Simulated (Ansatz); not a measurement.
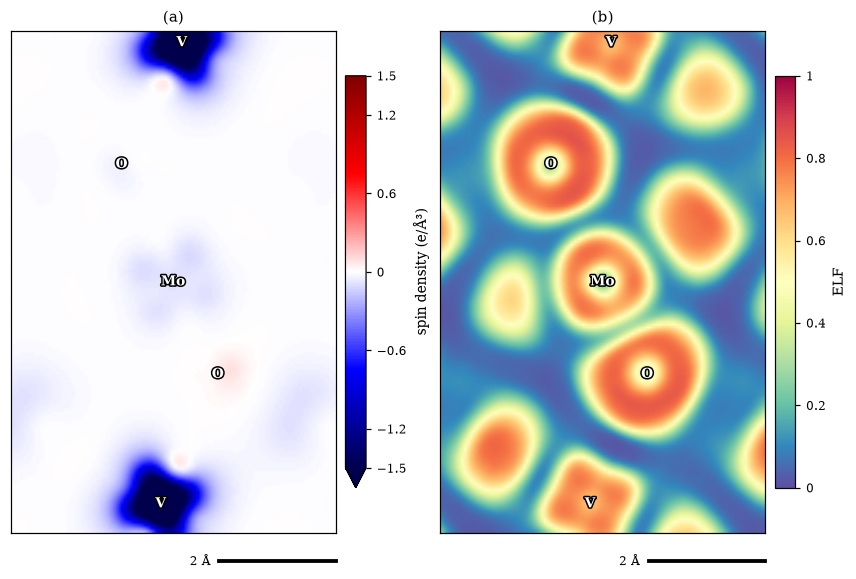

Figure. VMoO4. (a) spin density (up minus down); (b) ELF on the (101̄) plane of the conventional cell.

Space group P-1; built by placing these elements on a known structure type; not relaxed (largest force 1.9 eV/Å); computed pressure about 13 GPa in this cell; not the lowest SCF solution found, which lies 4 meV/atom lower; Hubbard U of 1.52 eV on Mo d and 5.09 eV on V d only; the program warned that a starting moment wasn't kept; spin-polarised.

Level of theory: Ansatz 0.2.0, DFT, PAW plane waves, PBE+U.

Core electrons are frozen (PAW), and the valence fields are smoothed inside the atomic spheres.

**Read the bonding off the picture.**

- The plane passes through Mo, V and O nuclei.
- Atoms just off the plane (O, 0.6 Å away) can leave unmarked features too.
- Mo–O (1.77 Å): the ELF peaks at about 0.75 in the valence shell of O, 0.5 Å from its nucleus, and drops to about 0.30 between the two atoms.
- The features right at Mo and V lie inside the PAW spheres, where the map follows smoothed inner orbitals and isn't to be read closely.
- The spin density sits on V: −2.0 μB (×2) in one cell of 12 atoms, with smaller moments on Mo (up to −0.16 μB): parallel main moments (a ferromagnetic arrangement) in this solution. The cell of the calculation (12 atoms) carries 6.0 μB of net spin moment.

**What Bader charges does the calculation give?**

Electrons move from Mo and V towards O. Bader charges: Mo +2.69, V +1.67 and O −1.14 to −1.04 e.
